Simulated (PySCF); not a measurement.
**C₂HBFO₄, charge −1, SMILES `O=C1O[BH-](F)OC1=O`: what the electrons do**

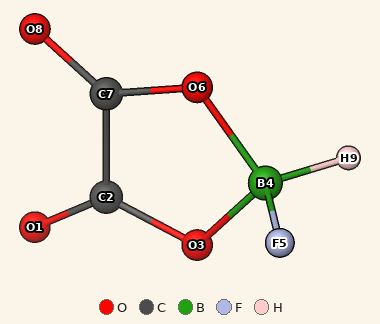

The molecule, with its atoms numbered as below. No frequency check shows the geometry to be a minimum.

Cartesian coordinates (Å):

```
O1       1.7259   -1.4830   -0.1702
C2       0.7605   -0.7730    0.0109
O3      -0.4489   -1.1806    0.2661
B4      -1.3738   -0.0010    0.4346
F5      -2.3074    0.0003   -0.5950
O6      -0.4499    1.1799    0.2665
C7       0.7599    0.7733    0.0112
O8       1.7247    1.4842   -0.1697
H9      -1.9005   -0.0026    1.5077
```

Part 1: Bonding charge

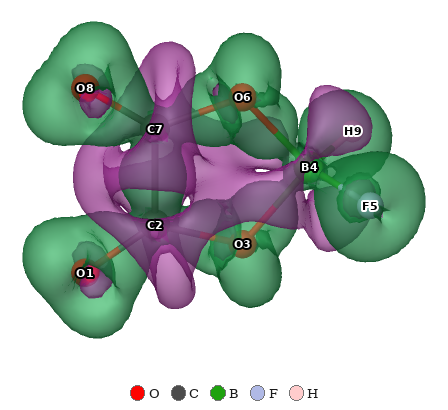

Deformation density (molecule less spherical, spin-averaged free atoms at the same positions), surfaces at ±0.06 e/Å³; green: gain, purple: loss.

Method: PBE0/6-31+G*; geometry: GFN2-xTB; program: PySCF.

Question: How much density has each bond gained at its critical point, relative to the free atoms?

Answer: O1–C2 and C7–O8: +0.64 e/Å³ at the bond critical point (bond length 1.21 Å). C2–C7: +0.56 e/Å³ at the bond critical point (bond length 1.55 Å). B4–H9: +0.47 e/Å³ at the bond critical point (bond length 1.20 Å). O6–C7 and C2–O3: +0.36 e/Å³ at the bond critical point (bond length 1.30 Å). B4–F5: +0.14 e/Å³ at the bond critical point (bond length 1.39 Å). O3–B4 and B4–O6: +0.12 e/Å³ at the bond critical point (bond length 1.51 Å); up to 0.6 Å beside the axis the gain reaches +0.39 e/Å³. In all, 2.7 electrons gather in the regions of gain relative to the promolecule of neutral atoms (this includes the anion's extra charge). A small or negative value marks a very polar bond, one between electron-rich atoms, whose free-atom densities already overlap strongly, a long bond to a heavier atom, or a closed-shell contact such as a hydrogen bond.

Question: Where do the Hirshfeld charges lie?

Answer: The highest Hirshfeld charge is on C2 and C7 (+0.16 e), the lowest on O1 and O8 (−0.33 e).

Part 2: Bond critical points

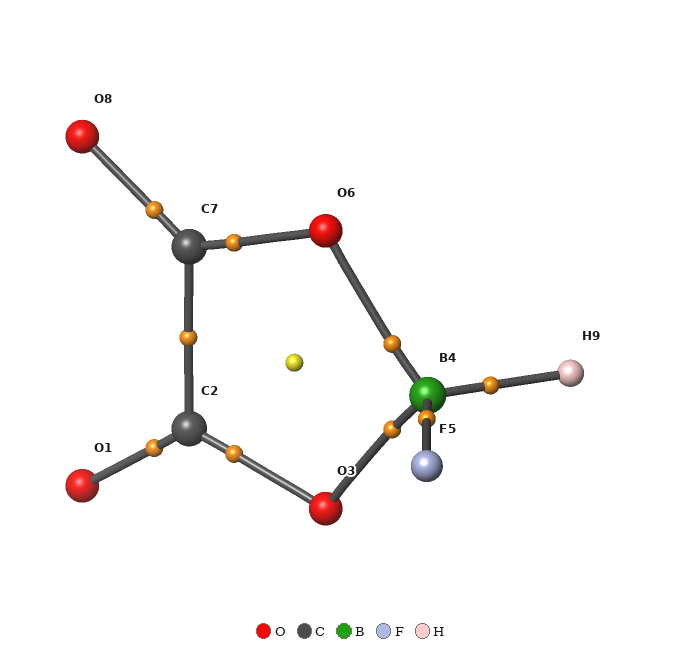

Molecular graph of the electron density (QTAIM): bond paths, bond critical points (orange), ring points (yellow, if any); weak paths are dashed.

Question: How many critical points of each kind are there, and does the count close?

Answer: 9 nuclei, 9 bond, 1 ring and 0 cage critical points: 9 − 9 + 1 − 0 = 1, as the Poincaré–Hopf relation requires.

Question: Tabulate density, Laplacian, ellipticity and energy density at the bond critical points (atomic units).

Answer:
```json
{"bond": "O1–C2 (2 alike)", "length (Å)": "1.212", "ρ (a.u.)": "0.409", "∇²ρ (a.u.)": "+0.27", "ε": "0.09", "H (a.u.)": "−0.693"}
{"bond": "O6–C7 (2 alike)", "length (Å)": "1.302", "ρ (a.u.)": "0.334", "∇²ρ (a.u.)": "−0.19", "ε": "0.00", "H (a.u.)": "−0.542"}
{"bond": "C2–C7", "length (Å)": "1.546", "ρ (a.u.)": "0.254", "∇²ρ (a.u.)": "−0.63", "ε": "0.11", "H (a.u.)": "−0.210"}
{"bond": "B4–H9", "length (Å)": "1.195", "ρ (a.u.)": "0.182", "∇²ρ (a.u.)": "−0.38", "ε": "0.01", "H (a.u.)": "−0.203"}
{"bond": "B4–F5", "length (Å)": "1.390", "ρ (a.u.)": "0.162", "∇²ρ (a.u.)": "+1.00", "ε": "0.12", "H (a.u.)": "−0.079"}
{"bond": "O3–B4 (2 alike)", "length (Å)": "1.508", "ρ (a.u.)": "0.143", "∇²ρ (a.u.)": "+0.54", "ε": "0.10", "H (a.u.)": "−0.093"}
```

Question: What kind of interaction is O1–C2?

Answer: Polar or intermediate (positive Laplacian, negative energy density H): ρ = 0.409, ∇²ρ = +0.27, H = −0.693 a.u.

Part 3: Local ionisation energy

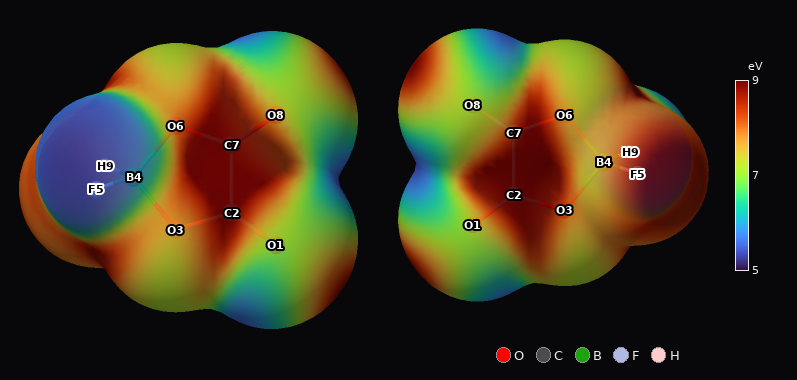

Average local ionisation energy on the surface of electron density 0.001 a.u. (back view left, front view right).

Question: Locate the minima of the map.

Answer: The lowest value is 5.3 eV, 1.5 Å from H9. Further minima include 5.4 eV, near O8 (1.94 Å) and O1 (2.12 Å); 5.6 eV, 1.9 Å from O1, and at like points elsewhere; 7.5 eV, 1.7 Å from F5. For comparison, the highest occupied orbital lies at −3.4 eV.

Part 4: Removing or adding an electron

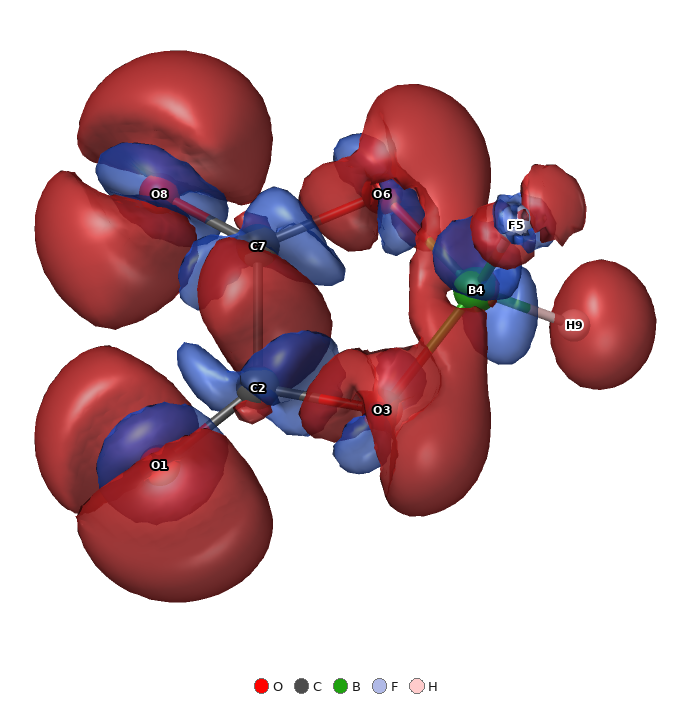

Fukui function f⁻ = ρ(N) − ρ(N−1) at fixed geometry, surfaces at ±0.015 e/Å³ (red positive, blue negative).

Method: ωB97X/def2-SVPD; geometry: GFN2-xTB; program: PySCF.

Question: On which atoms does the density change most on removal of an electron?

Answer: f⁻ (Hirshfeld-condensed) is largest on O1 and O8 (0.24 each); the vertical detachment energy is 6.07 eV (the stability of the neutral species's solution wasn't checked). Condensed values hint at sites of electrophilic attack but needn't mark the atom that reacts. Orbital relaxation makes it negative in places (0.23 e in all).

Part 5: Magnetic shielding

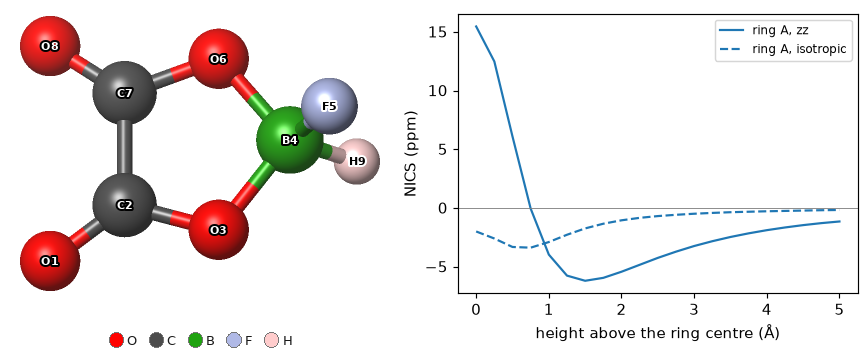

GIAO NICS scans along the ring normals; ring A: 5-membered ring C2/O3/B4/O6/C7.

Computed with PySCF, PBE/6-311G**, geometry: GFN2-xTB. The basis has no diffuse functions, which an anion needs.

Question: What does each scan say about the ring current?

Answer: Ring A is neither clearly shielded nor deshielded above its centre; an sp³ atom breaks the ring's conjugation, so the values mix its σ bonds and separate π bonds and show no closed π ring current: NICSzz reaches +15.5 ppm at 0.00 Å; NICS(0) = −2.0, NICS(1) = −2.9 and −2.6, NICS(1)zz = −4.0 and −2.2 (two faces) ppm.

Question: What absolute proton shieldings does the same calculation give?

Answer: 28.2 ppm for all of them.

The PySCF runs shown took 23 s, 100 s and 60 s on 1 thread of Intel(R) Xeon(R) Platinum 8488C (Sapphire Rapids), with other jobs on the host.
